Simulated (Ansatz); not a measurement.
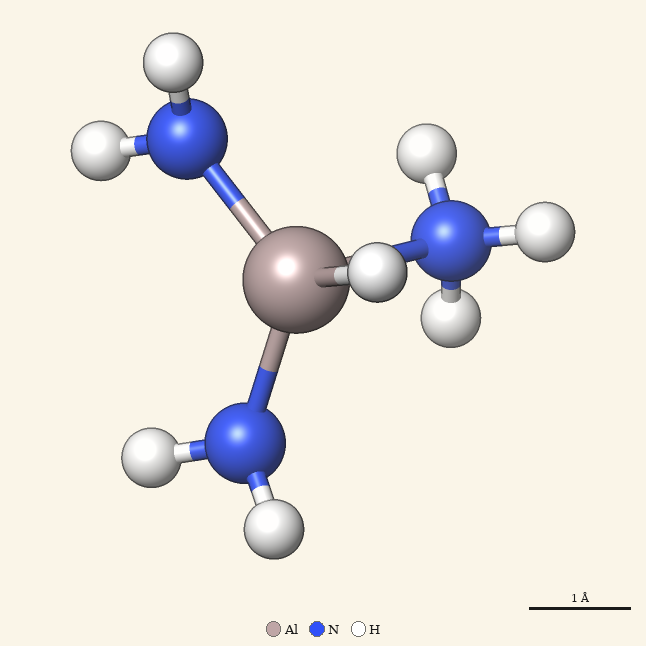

The picture shows a molecular structure as a ball-and-stick model. Every bond is drawn as one stick, whatever its order.

> Which formula does it have?

AlH8N3, 12 atoms: 1 aluminium, 8 hydrogen and 3 nitrogen.

> How many bonds of each kind are drawn?

7 N–H, 3 Al–N, 1 Al–H. Sticks follow a distance rule.

More results for the same structure follow; atom numbers are the same in all pictures, views and colours differ. The computed structure is the end point of a PBE0-D4/def2-TZVP optimisation.

### Shape

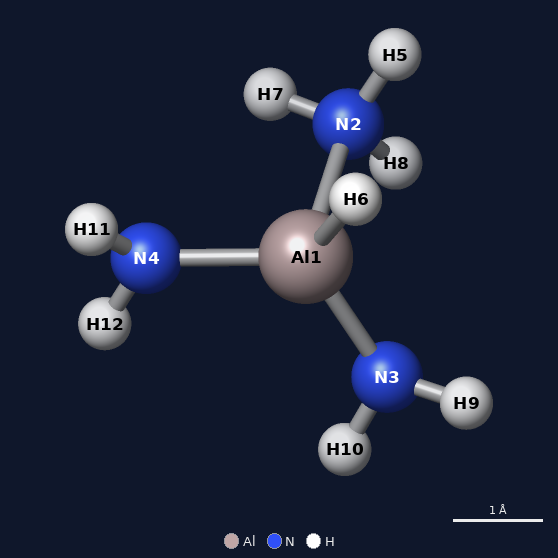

Atoms carry their numbers in the input.

What are the angles N2–Al1–N3, N2–Al1–N4, N2–Al1–H6, N3–Al1–N4, N3–Al1–H6, N4–Al1–H6, Al1–N2–H5, Al1–N2–H7, Al1–N2–H8, Al1–N3–H9, Al1–N3–H10, Al1–N4–H11, Al1–N4–H12?

```json
{"angle": "N2–Al1–N3", "degrees": "98.2"}
{"angle": "N2–Al1–N4", "degrees": "98.7"}
{"angle": "N2–Al1–H6", "degrees": "100.1"}
{"angle": "N3–Al1–N4", "degrees": "115.8"}
{"angle": "N3–Al1–H6", "degrees": "119.3"}
{"angle": "N4–Al1–H6", "degrees": "117.6"}
{"angle": "Al1–N2–H5", "degrees": "116.4"}
{"angle": "Al1–N2–H7", "degrees": "106.2"}
{"angle": "Al1–N2–H8", "degrees": "106.4"}
{"angle": "Al1–N3–H9", "degrees": "120.7"}
{"angle": "Al1–N3–H10", "degrees": "121.0"}
{"angle": "Al1–N4–H11", "degrees": "120.5"}
{"angle": "Al1–N4–H12", "degrees": "122.3"}
```

### Vibrations

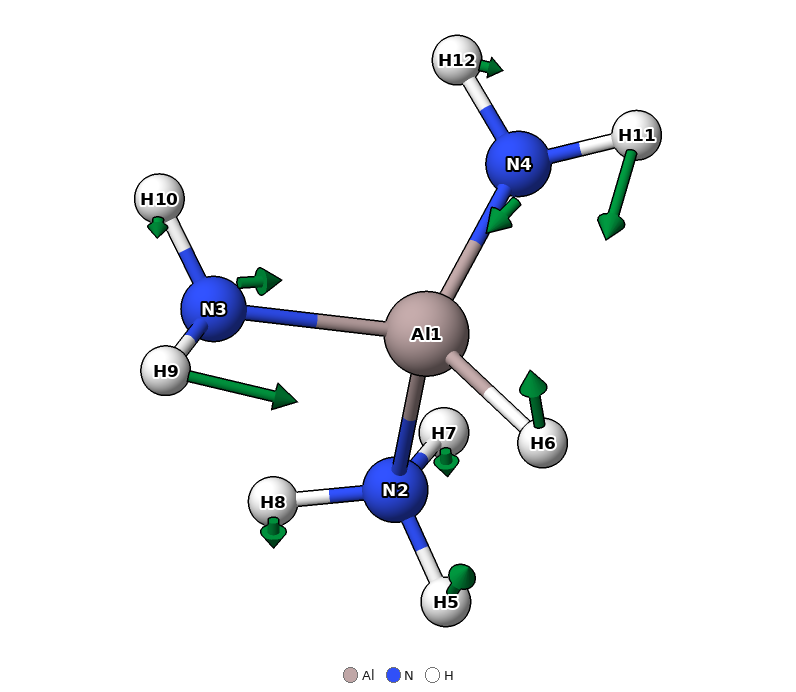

The arrows show one normal mode. Harmonic vibrations computed with RKS PBE0-D4/def2-TZVP (Ansatz 0.2.0) at a stationary point of the same level.

> At what wavenumber does it lie?

661 cm⁻¹; it is mode 13 of 30 counted from the lowest.

### Electronic properties

Properties computed with RKS r2SCAN0-D4/def2-TZVPP (Ansatz 0.2.0).

> Give the dispersion correction at this level.

−5.8 kJ/mol.

### Charges

The questions are on Mulliken charges. Level of theory: RKS PBE0-D4/def2-TZVP (Ansatz 0.2.0).

Give the Mulliken charges atom by atom.

```json
{"atom": "Al1", "value (e)": "0.39"}
{"atom": "N2", "value (e)": "−0.53"}
{"atom": "N3", "value (e)": "−0.72"}
{"atom": "N4", "value (e)": "−0.72"}
{"atom": "H5", "value (e)": "0.28"}
{"atom": "H6", "value (e)": "−0.15"}
{"atom": "H7", "value (e)": "0.29"}
{"atom": "H8", "value (e)": "0.29"}
{"atom": "H9", "value (e)": "0.22"}
{"atom": "H10", "value (e)": "0.22"}
{"atom": "H11", "value (e)": "0.22"}
{"atom": "H12", "value (e)": "0.22"}
```

Mulliken values depend strongly on the basis set and can even reverse the polarity of a bond.
